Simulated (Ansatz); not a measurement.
# Equilibrium of C3H5AlF2 ⇌ C2HAlF2 + CH4 at process temperatures

Species: C3H5AlF2 `C=C[CH2][Al]([F])[F]`, singlet; C2HAlF2 `C#[C][Al]([F])[F]`, singlet; CH4 `C`, singlet. 

The electronic reaction energy at CCSD(T)/CBS estimate is +88.8 kJ/mol. Shapes: PBE0-D4/def2-TZVP. Flexible molecules stand in one conformer, not always the lowest. Programs: Ansatz 0.2.0. Enthalpy and entropy come from rigid-rotor, harmonic-oscillator sums on unscaled PBE0-D4/def2-TZVP wavenumbers, ideal gases at 1 bar; R ln 2 is added for the mirror twin of the chiral shape of C3H5AlF2. Symmetry numbers: C3H5AlF2 1, C2HAlF2 2, CH4 12. R = 8.3145 J/(mol K).

| T (K) | ΔH (kJ/mol) | ΔS (J/(mol K)) |
| --- | --- | --- |
| 400 | +78.5 | +140.5 |
| 600 | ? | ? |
| 800 | +75.2 | +135.3 |

**Question.** Work out ln K at 400 and 800 K, and from these estimate it at 600 K.

**Answer.** 
1. 400 K: ΔG = +78.5 − 400 × (+140.5)/1000 = +22.3 kJ/mol; ln K = −ΔG/RT = -6.71.
2. 800 K: ΔG = +75.2 − 800 × (+135.3)/1000 = -33.0 kJ/mol; ln K = −ΔG/RT = +4.96.
3. Slope against 1000/T: (+4.96 − (-6.71))/(1.2500 − 2.5000) = -9.34, that is −ΔH/R with ΔH near +78 kJ/mol.
4. 600 K: ln K = -6.71 + (-9.34) × (1.6667 − 2.5000) = +1.07.

The full sums give ΔH = +77.5 kJ/mol, ΔS = +138.6 J/(mol K), ΔG = -5.7 kJ/mol and ln K = +1.14 at 600 K, so the line is off by -0.07 in ln K; without rounding the miss is -0.06, from the change of ΔH with temperature. The products are favoured at 1 bar above about 560 K, give or take 70 K for 10 kJ/mol in the energy. The number of molecules rises, which sets the sign of ΔS, and lower pressure favours the products. An error of 10 kJ/mol in the energy moves ln K by 2.0 at 600 K. Soft modes are treated as harmonic, which can err either way at these temperatures; the lowest are those of C3H5AlF2 (65 cm⁻¹), C2HAlF2 (114 cm⁻¹). Other conformers aren't counted. The CBS estimate extrapolates MP2 from def2-TZVPP and def2-QZVPP and adds CCSD(T) − MP2 in the triple-zeta set, cores frozen.

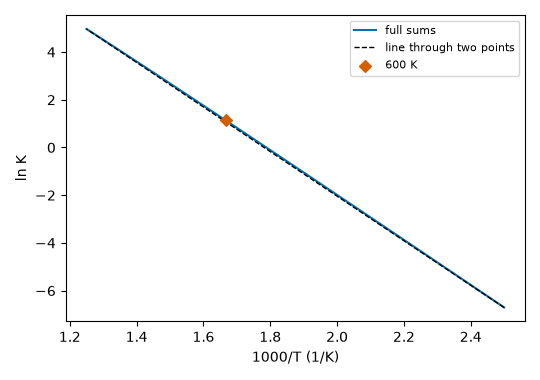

The van 't Hoff plot.
